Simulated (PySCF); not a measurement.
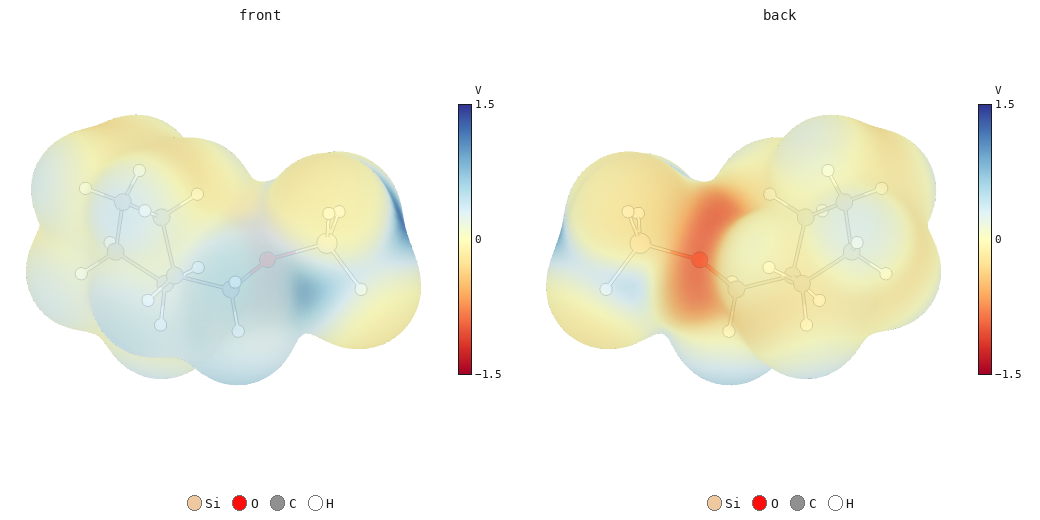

*C₆H₁₄OSi (SMILES [SiH3]OCC1CCCC1). The electrostatic potential painted on the density surface at 0.001 e/bohr³, seen from the front and from behind; the colour scale runs from red (negative) to blue (positive).*

Geometry: GFN2-xTB.

The calculation used PBE0/pcSseg-1, SCF density, gas phase, non-relativistic (PySCF 2.14.0).

```xyz
22

Si    3.2402    0.8674   -0.0254
O     1.7893    0.1908   -0.2407
C     1.2026   -0.9106    0.3856
C    -0.3214   -0.8236    0.3119
C    -0.8786    0.4367    0.9912
C    -2.1430    0.8275    0.2042
C    -2.2732   -0.2053   -0.9228
C    -0.8543   -0.7277   -1.1180
H     3.1202    1.9732   -0.9608
H     3.4244    1.2988    1.3653
H     4.3268   -0.0625   -0.3508
H     1.5162   -0.9629    1.4359
H     1.5450   -1.8262   -0.1145
H    -0.7288   -1.7186    0.7936
H    -0.1350    1.2307    0.9262
H    -1.0917    0.2584    2.0448
H    -2.0317    1.8280   -0.2132
H    -3.0284    0.8316    0.8391
H    -2.9227   -1.0246   -0.6088
H    -2.6877    0.2261   -1.8329
H    -0.2543   -0.0045   -1.6710
H    -0.8246   -1.6834   -1.6405
```

### Describe the electrostatic potential map.

The most negative region (about −0.9 V, or −21 kcal/mol for a unit charge) lies over O2, the most positive (about +1.1 V, or +25 kcal/mol for a unit charge) over Si1.

### How polar is the molecule by this calculation?

Its dipole moment is 0.94 D.
